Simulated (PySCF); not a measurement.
# BF: relaxation and vibrations of the singlet

Aim: relax BF as a singlet from a linear start, check by its vibrations whether the end is a minimum, and collect its spectrum and constants.

The runs use PySCF 2.14.0; B3LYP, basis B def2-SVP, F def2-SVP, no relativity, density fitting.

### Step 1. Where the work starts

2 atoms, charge 0, spin multiplicity 1.

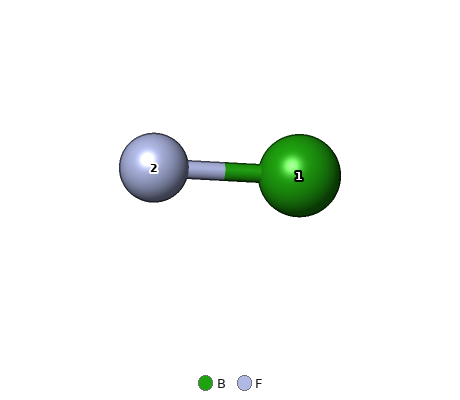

The starting geometry (boron green, fluorine light blue); atoms are numbered from 1 in the order of the file.

Z-matrix (Å, degrees; charge 0 multiplicity 1):
```
B
F  1 1.5650
```

### Step 2. Finding the electronic state

The steps below are one call of a driver around PySCF. For each, scf.py gives the equivalent set-up of the SCF; relaxations use the driver's own optimiser. After this first run the driver tries any further starts and a stability analysis.

Input file scf.py:

```python
from pyscf import gto, scf, dft
mol = gto.M(atom='''
B      0.000000     0.000000     0.000000
F      0.000000     0.000000     1.565000''',
    basis={'B': 'def2-SVP', 'F': 'def2-SVP'},
    charge=0, spin=0)
mf = dft.RKS(mol, xc='B3LYP')
mf.grids.atom_grid = (50, 194)
aux = {'B': 'def2-universal-JKFIT', 'F': 'def2-universal-JKFIT'}
mf = mf.density_fit(auxbasis=aux)
mf.conv_tol = 1e-08
mf.diis_space = 10
mf.max_cycle = 60
mf.init_guess = 'minao'
mf.verbose = 4
mf.kernel()
```

On the command line:

```console
OMP_NUM_THREADS=2 python axn.py task.json out
```

Output:

```text
init E= -124.374167015242
  HOMO = -0.281259071221371  LUMO = -0.0721122930252606  gap/eV = 5.69117
cycle= 1 E= -124.438144062736  delta_E= -0.064  |g|= 0.619  |ddm|= 1.09
  HOMO = -0.277321029206723  LUMO = -0.0982377936211526  gap/eV = 4.87310
cycle= 2 E= -123.465191675248  delta_E= 0.973  |g|= 2.41  |ddm|= 1.57
  HOMO = -0.314522903965508  LUMO = -0.0941461305271578  gap/eV = 5.99676
cycle= 3 E= -124.517984311247  delta_E= -1.05  |g|= 0.0892  |ddm|= 1.15
  HOMO = -0.318687732581214  LUMO = -0.0932335503989896  gap/eV = 6.13492
cycle= 4 E= -124.519024405868  delta_E= -0.00104  |g|= 0.0257  |ddm|= 0.0548
  HOMO = -0.313904457140382  LUMO = -0.0892917096530309  gap/eV = 6.11202
cycle= 5 E= -124.519201238646  delta_E= -0.000177  |g|= 0.0011  |ddm|= 0.0272
  HOMO = -0.314273379741281  LUMO = -0.0895971058863304  gap/eV = 6.11375
cycle= 6 E= -124.519201567475  delta_E= -3.29e-07  |g|= 0.000366  |ddm|= 0.0014
  HOMO = -0.314272038465458  LUMO = -0.089599495113881  gap/eV = 6.11365
cycle= 7 E= -124.519201592906  delta_E= -2.54e-08  |g|= 4.13e-05  |ddm|= 0.000232
  HOMO = -0.31427483912002  LUMO = -0.0896032154279729  gap/eV = 6.11363
cycle= 8 E= -124.519201593254  delta_E= -3.48e-10  |g|= 9.2e-07  |ddm|= 3.02e-05
  HOMO = -0.314274733128742  LUMO = -0.0896029727016032  gap/eV = 6.11363
Extra cycle  E= -124.519201593254  delta_E= 1.14e-13  |g|= 1.24e-06  |ddm|= 1.39e-06
converged SCF energy = -124.519201593254
```

This step, with its further starts and checks, ran for 0.5 s (2 threads of Arm Neoverse V1, shared host).

The test of internal stability found no lower closed-shell solution.

### Step 3. Linear start, singlet: relaxation

The program finds C∞v symmetry in the start, which this walk keeps.

Changes to scf.py since step 2:

```diff
@@ -3,2 +3,2 @@
-B      0.000000     0.000000     0.000000
-F      0.000000     0.000000     1.565000''',
+B     -0.000000     0.000000    -0.990829
+F      0.000000    -0.000000     0.574171''',
@@ -14 +13,0 @@
-mf.init_guess = 'minao'
```

Energy and gradient, step by step:

| step | energy (Eh) | change (kJ/mol) | largest symmetric gradient (Eh/bohr) |
| --- | --- | --- | --- |
| 0 | -124.519202 | 0.00 | 0.11899 |
| 1 | -124.565695 | -122.07 | 0.01498 |
| 2 | -124.565918 | -122.65 | 0.00200 |
| 3 | -124.565921 | -122.66 | 0.00011 |
| 4 | -124.565921 | -122.66 | 0.00001 |

The walk took 0.8 s.

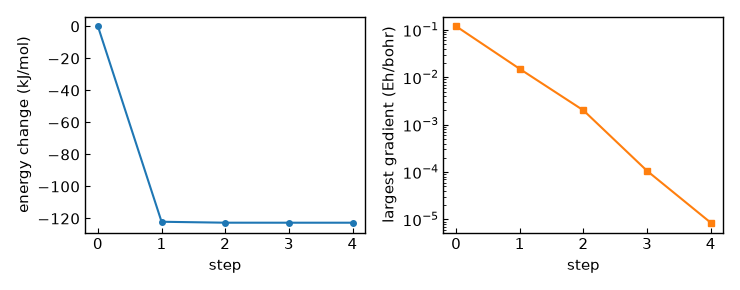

Energy and largest gradient along the walk.

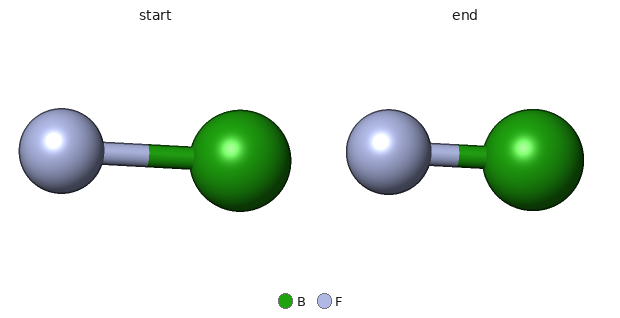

The geometry along the walk, at one scale.

After 4 steps and 122.7 kJ/mol it ends at C∞v: B–F 1.263 Å.

### Step 4. Frequencies

The point is checked on the finer grid, and tightened if its gradient asks for it. The Hessian and the dipole derivatives come from central differences of analytic gradients, with steps of 0.02 bohr.

Changes to scf.py since step 3:

```diff
@@ -3,2 +3,2 @@
-B     -0.000000     0.000000    -0.990829
-F      0.000000    -0.000000     0.574171''',
+B     -0.000000    -0.000000    -0.799948
+F      0.000000     0.000000     0.463579''',
@@ -8 +8 @@
-mf.grids.atom_grid = (50, 194)
+mf.grids.atom_grid = (75, 302)
@@ -11 +11 @@
-mf.conv_tol = 1e-08
+mf.conv_tol = 1e-10
```

This SCF starts from the last density.

SCF at the final geometry:

```text
init E= -124.565960354373
  HOMO = -0.281320340053977  LUMO = -0.0432288245654757  gap/eV = 6.47880
cycle= 1 E= -124.565960354373  delta_E= 2.84e-14  |g|= 7.04e-08  |ddm|= 2.07e-07
  HOMO = -0.281320359759385  LUMO = -0.0432288433458223  gap/eV = 6.47880
Extra cycle  E= -124.565960354373  delta_E= 5.68e-14  |g|= 9.16e-08  |ddm|= 1.06e-07
converged SCF energy = -124.565960354373
```

The whole step took 1.6 s.

Geometry: C∞v; B–F 1.264 Å.

Harmonic modes (main isotopes):

| symmetry | ω (cm⁻¹) | IR (km/mol) |
| --- | --- | --- |
| σ+ | 1424 | 137 |

No imaginary mode, so this is a minimum.

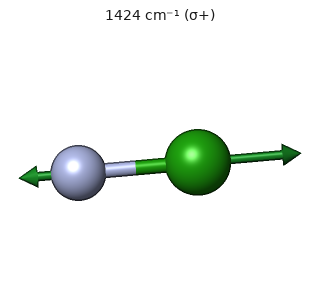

How the atoms move in 1 of the modes.

Properties at this point:

* Dipole moment: 1.20 D
* Highest occupied level: -7.66 eV
* Lowest empty level: -1.18 eV
* Rotational constants: 1.515 cm⁻¹
* Zero-point energy: 8.5 kJ/mol
* Principal polarisabilities: 15.6, 18.1, 18.1 bohr³
* Atomisation energy without zero-point energy: 764 kJ/mol
* Principal traceless quadrupole moments about the centre of mass: -3.79, 1.90, 1.90 D Å
* Entropy at 298.15 K and 1 bar: 200.6 J/(mol K)
* Heat capacity Cp at 298.15 K: 29.5 J/(mol K)
* Enthalpy at 298.15 K above 0 K: 8.69 kJ/mol
* Rotational symmetry number: 1

Populations by atom (charges in e):

| atom | Mulliken | Löwdin | polar tensor | Mayer order to B1 |
| --- | --- | --- | --- | --- |
| B1 | -0.03 | -0.16 | 0.20 | – |
| F2 | 0.03 | 0.16 | -0.20 | 1.59 |

Mulliken populations on B1: s 3.84, p 1.08, d 0.11.

### Step 5. Outcome

| quantity | value |
| --- | --- |
| minimum | singlet, C∞v |
| geometry | B–F 1.264 Å |
| wavenumbers (cm⁻¹) | 1424 (σ+) |
| dipole moment | 1.20 D |
| highest occupied, lowest empty level | -7.66, -1.18 eV |
| polar-tensor charge of B1 | +0.20 e |
| zero-point energy | 8.5 kJ/mol |
| entropy at 298.15 K | 200.6 J/(mol K) |
| atomisation energy (no zero-point energy) | 764 kJ/mol |

**Reading.** The linear start keeps its C∞v symmetry and ends in a minimum. The strongest infrared band lies at 1424 cm⁻¹ (σ+). Only this shape and spin were tried, so other structures or states may lie lower.

The search up to here took 3 s.
